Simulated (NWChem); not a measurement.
# triplet SiH2Cl2 at 4 levels

We compute a comparison of 4 runs (U-wB97X/6-311+G**, UB2PLYP/6-311+G**, UCAM-B3LYP/6-311+G**, UM06-2X/6-311+G**) of triplet SiH2Cl2. 

Program for the calculation: NWChem 7.3.0.

**1. The structure to begin with**

The species is SiH2Cl2 (5 atoms), meant as a triplet with charge 0. SMILES of the parent species: `Cl[SiH2]Cl`. The coordinates come from a PBE0-D4/def2-TZVP relaxation. That shape belongs to the parent species and isn't relaxed for this state.

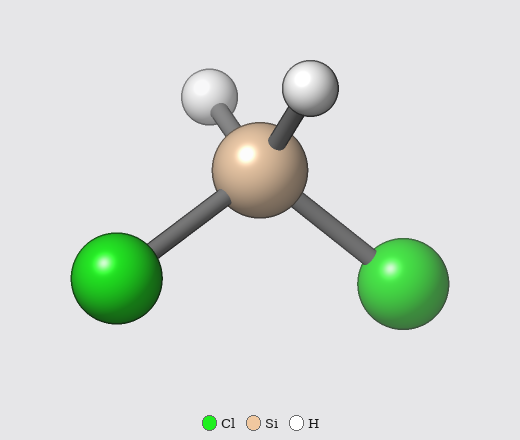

The structure, seen from a chosen angle (chlorine green, silicon light orange, hydrogen white).

**2. A single-point energy at U-wB97X/6-311+G(d,p) (run 1)**

cl2h2si.nw

```
start cl2h2si
title "Cl2H2Si wB97X"
memory total 2200 mb

geometry units atomic noautosym nocenter noautoz
   Cl  -1.95794524  -0.74341826   3.04113625
   Si   0.25851453  -0.13549336  -0.05461309
   Cl  -1.51026912   2.26162423  -2.50199739
   H    0.66518360  -2.57418493  -1.34397322
   H    2.63900253   1.05182156   0.78121278
end

basis spherical bse
   * library 6-311+G**
end

dft
   xc wb97x
   mult 3
   grid fine
   convergence energy 1e-08
   maxiter 100
   mulliken
   noprint "final vectors analysis"
end

task dft energy
```

Command:

```bash
$ nwchem cl2h2si.nw > cl2h2si.out
```

What it wrote:

```text
[...]
          Wavefunction type:  spin polarized.
          No. of atoms     :     5
          No. of electrons :    50
[...]
          Charge           :     0
          Spin multiplicity:     3
[...]
          AO basis - number of functions:   102
[...]
              XC Information
              --------------
                       wb97x  Method XC Functional
                     Hartree-Fock (Exact) Exchange  1.000
                         wb97x Exchange Functional  1.000
                      wb97x Correlation Functional  1.000
[...]
 d= 0,ls=0.0,diis     1  -1210.8174528818 -1.40D+03  6.27D-02  4.11D-01     9.5
[...]
 d= 0,ls=0.0,diis    23  -1210.9156857975  8.00D-10  1.07D-06  2.95D-12   213.5
[...]
         Total DFT energy =    -1210.915685797509
      One electron energy =    -2054.773508721909
           Coulomb energy =      729.987670903483
    Exchange-Corr. energy =      -78.093269040105
 Nuclear repulsion energy =      191.963421061022
[...]
      Total Density - Mulliken Population Analysis
     ---------------------------------------------
    Atom       Charge   Shell Charges
 -----------   ------   -------------------------------------------------------
    1 Cl  17    16.79   0.78  1.19  0.90  1.09  1.02  1.00  7.42 -1.51  1.08  2.95  1.27 -0.28 -0.12  0.02
    2 Si  14    14.55   0.79  1.18  0.95  1.03  0.86  0.52  1.97  3.90  0.63  1.48  0.50  0.18  0.32  0.24
    3 Cl  17    16.79   0.78  1.19  0.90  1.09  1.02  1.00  7.42 -1.51  1.08  2.95  1.27 -0.28 -0.12  0.02
    4 H    1     0.93   0.23  0.51  0.18  0.02
    5 H    1     0.93   0.23  0.51  0.18  0.02
[...]
      <S2> =      2.0065 (Exact =     2.0000)
[...]
```

Run time: 3.6 min. Hardware: 1 thread of Intel Xeon Platinum 8259CL at 2.50GHz (Skylake/Cascade Lake), shared host; peak memory 0.12 GiB.

**3. The energy at UB2PLYP/6-311+G(d,p) (run 2)**

sp.nw

```
echo
start sp
memory total 2200 mb

geometry units angstroms noautosym nocenter noautoz
 Cl   -1.036100   -0.393400    1.609300
 Si    0.136800   -0.071700   -0.028900
 Cl   -0.799200    1.196800   -1.324000
 H     0.352000   -1.362200   -0.711200
 H     1.396500    0.556600    0.413400
end

basis spherical bse
 Cl library 6-311+G**
 Si library 6-311+G**
 H library 6-311+G**
end

dft
 xc hfexch 0.53 becke88 0.47 lyp 0.73 mp2 0.27
 dftmp2 semidirect
 mult 3
 grid fine
 convergence energy 1e-08
 maxiter 100
 mulliken
 noprint "final vectors analysis"
end

mp2
 freeze core 15
end

task dft energy
```

Command:

```bash
$ nwchem sp.nw > sp.out
```

What it wrote:

```text
[...]
          Wavefunction type:  spin polarized.
          No. of atoms     :     5
          No. of electrons :    50
[...]
          Charge           :     0
          Spin multiplicity:     3
[...]
          AO basis - number of functions:   102
[...]
              XC Information
              --------------
                     Hartree-Fock (Exact) Exchange  0.530
                    Becke 1988 Exchange Functional  0.470
              Lee-Yang-Parr Correlation Functional  0.730
[...]
 d= 0,ls=0.0,diis     1  -1210.2987316208 -1.40D+03  6.78D-02  2.18D-01     3.8
[...]
 d= 0,ls=0.0,diis    22  -1210.3814198944  3.80D-11  5.76D-06  6.12D-12    69.8
[...]
         Total DFT energy =    -1210.381419894417
      One electron energy =    -2054.272142371977
           Coulomb energy =      729.494682628929
    Exchange-Corr. energy =      -77.567395043666
 Nuclear repulsion energy =      191.963434892297
[...]
      Total Density - Mulliken Population Analysis
     ---------------------------------------------
    Atom       Charge   Shell Charges
 -----------   ------   -------------------------------------------------------
    1 Cl  17    16.75   0.78  1.19  0.90  1.08  1.02  1.01  7.42 -1.51  1.04  2.96  1.28 -0.33 -0.12  0.02
    2 Si  14    14.60   0.79  1.18  0.96  1.03  0.87  0.51  1.97  3.91  0.60  1.44  0.46  0.20  0.45  0.23
    3 Cl  17    16.75   0.78  1.19  0.90  1.08  1.02  1.01  7.42 -1.51  1.04  2.96  1.28 -0.33 -0.12  0.02
    4 H    1     0.95   0.23  0.53  0.18  0.02
    5 H    1     0.95   0.23  0.53  0.18  0.02
[...]
      <S2> =      2.0104 (Exact =     2.0000)
[...]
  Basis functions       =    102
[...]
```

Run time: 78 s. Hardware: 1 thread of Intel Xeon Platinum 8259CL at 2.50GHz (Skylake/Cascade Lake), shared host; peak memory 0.27 GiB.

Run 3 isn't shown in full; the table further down has it.

**4. A single-point energy at UM06-2X/6-311+G(d,p) (run 4)**

run.py

```python
from ase import Atoms
from ase.calculators.nwchem import NWChem

molecule = Atoms(['Cl', 'Si', 'Cl', 'H', 'H'], positions=[
    [-1.036100, -0.393400, 1.609300],
    [0.136800, -0.071700, -0.028900],
    [-0.799200, 1.196800, -1.324000],
    [0.352000, -1.362200, -0.711200],
    [1.396500, 0.556600, 0.413400],
])

calc = NWChem(
    label='a',
    theory='dft',
    memory='2200 mb',
    basis='6-311+G**',
    basispar='spherical bse',
    dft={'xc': 'm06-2x', 'mult': '3', 'grid': 'fine', 'convergence': 'energy 1e-08', 'iterations': '100', 'mulliken': None},
    task='energy',
)
molecule.calc = calc

print("Total energy (eV):", round(molecule.get_potential_energy(), 6))
```

Command:

```bash
$ export ASE_NWCHEM_COMMAND="nwchem PREFIX.nwi > PREFIX.nwo"
$ python run.py
```

What it wrote:

```text
Total energy (eV): -32949.745617
```

The calculator wrote a.nwi:

```
title "a"

permanent_dir a

scratch_dir a

start a

geometry units angstrom nocenter noautosym noautoz
  Cl -1.0361000000000000e+00 -3.9340000000000003e-01 1.6093000000000000e+00
  Si 1.3680000000000000e-01 -7.1700000000000000e-02 -2.8899999999999999e-02
  Cl -7.9920000000000002e-01 1.1968000000000001e+00 -1.3240000000000001e+00
  H  3.5199999999999998e-01 -1.3622000000000001e+00 -7.1120000000000005e-01
  H  1.3965000000000001e+00 5.5659999999999998e-01 4.1339999999999999e-01
end

memory 2200 mb

basis spherical bse noprint
   * library 6-311+G**
end

dft
  xc m06-2x
  mult 3
  grid fine
  convergence energy 1e-08
  iterations 100
  mulliken
end

task dft energy
```

a.nwo:

```text
Northwest Computational Chemistry Package (NWChem) 7.3.0
             --------------------------------------------------------

           Job information
           ---------------

    nwchem branch   = 7.3.0
    use scalapack   = T
    input           = a.nwi
    prefix          = a.
    data base       = a/a.db
    status          = startup
    nproc           =        1

           Memory information
           ------------------

[... 5 lines left out ...]
    hardfail = no
[... 38 lines left out ...]
            Nuclear Dipole moment (a.u.)
[... 77 lines left out ...]
          Convergence on density requested:  1.00D-05
[... 25 lines left out ...]
          Convergence aids based upon iterative change in
[... 29 lines left out ...]
 2-e energy   =     652.581016
[... 54 lines left out ...]
           Coulomb energy =      729.757841830160
[... 745 lines left out ...]
                     DFT Final Beta Molecular Orbital Analysis
[... 846 lines left out ...]
     Multipole analysis of the density
     ---------------------------------

     L   x y z        total         alpha         beta         nuclear
     -   - - -        -----         -----         ----         -------
     0   0 0 0     -0.000000    -26.000000    -24.000000     50.000000

     1   1 0 0      0.229711     26.365706     25.900256    -52.036251
[... 8 lines of this table left out ...]
     2   0 0 2    -32.754554   -155.678385   -143.178955    266.102786

 Task  times  cpu:       85.6s     wall:       85.6s
 Total times  cpu:       85.7s     wall:       85.7s
```

Run time: 87 s. Hardware: 1 thread of Intel Xeon Platinum 8259CL at 2.50GHz (Skylake/Cascade Lake), shared host; peak memory 0.12 GiB.

**5. The series**

```tsv
run	level	frozen core orbitals	energy (Eh)	dipole moment (D)	⟨S²⟩	wall time
1	U-wB97X/6-311+G**	–	-1210.915686	1.03	2.006	3.6 min
2	UB2PLYP/6-311+G**	15	-1210.516080	0.54	2.010	78 s
3	UCAM-B3LYP/6-311+G**	–	-1210.971213	0.76	2.006	2.5 min
4	UM06-2X/6-311+G**	–	-1210.880827	0.65	2.007	87 s
```

**6. Summary of results**

| quantity | value |
| --- | --- |
| run 4: total energy | -1210.88083 Eh |
| run 4: dipole moment | 0.65 D |
| run 4: HOMO energy (highest over α and β) | -3.10 eV |
| run 4: ⟨S²⟩ | 2.007 |

In words: The dipole moment (its size) runs from 0.54 D (UB2PLYP/6-311+G**) to 1.03 D (U-wB97X/6-311+G**). A double hybrid's value is that of its SCF part. Totals of different functionals can't be ranked against each other. All runs together took 8.8 min, the longest 3.6 min.
